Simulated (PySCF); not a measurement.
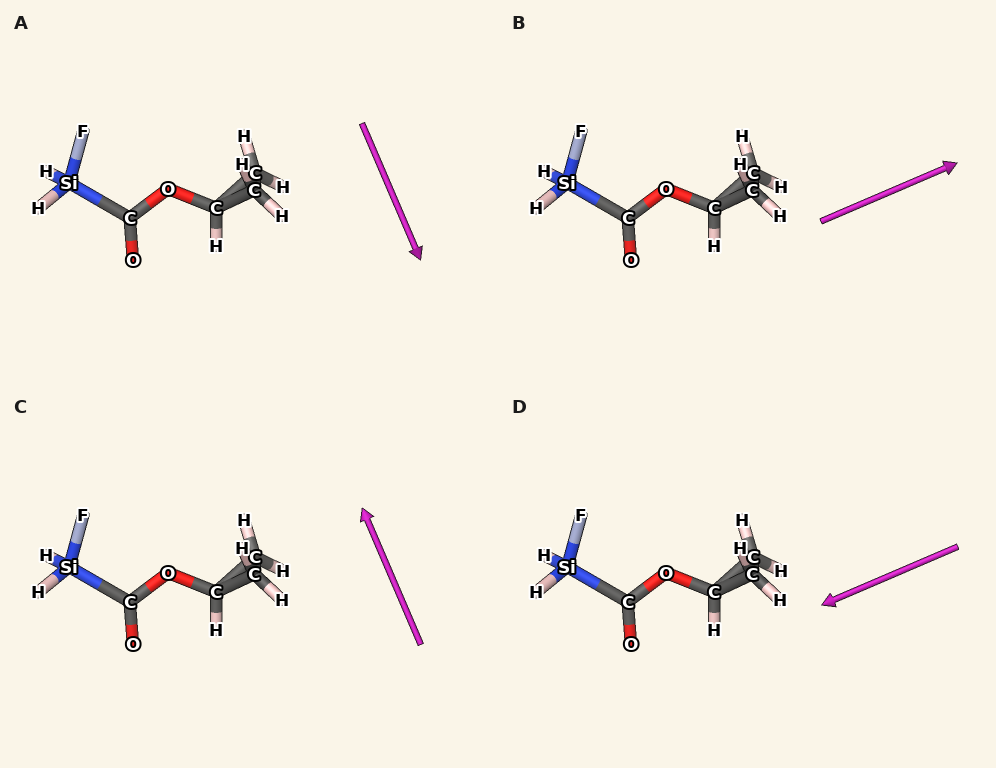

The same molecule four times, each with an arrow. The geometry was computed by an optimisation with GFN2-xTB. No frequency run is at hand to confirm it as a minimum. Level of theory: PBE0/pcSseg-1, gas phase (PySCF 2.14.0).

Question: Which arrow points along the dipole moment, from the negative to the positive end?

Answer: B. The dipole moment is 0.90 D.

The geometry is semi-empirical. Around Si such bond lengths and angles can be off by a tenth of an ångström or more and by several degrees, and values that hang on the shape move with them.
